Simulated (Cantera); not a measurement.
A closed system holds: 1 mol MgO, 1.7 mol F₂, 3 mol H₂, at 83000 Pa.

Equilibrium computed with Cantera from the NASA thermochemical tables; the gas is ideal and each condensed phase is pure. Candidate condensed phases: H₂O, Mg, MgF₂, MgO, Mg(OH)₂; 31 gas species. The numbers say what is thermodynamically allowed, not how fast it happens.

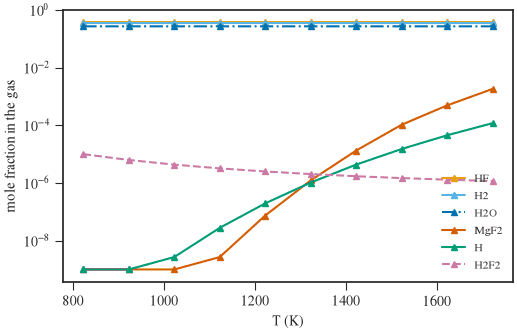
Figure. Equilibrium gas composition (values under 1e-9 drawn at 1e-9)

Task: Read off the mole fractions at 1523 K.

Result: HF about 0.38, H₂ about 0.35, H₂O about 0.27, MgF₂ about 0.00010, H about 1.5e-5, H₂F₂ about 1.5e-6.
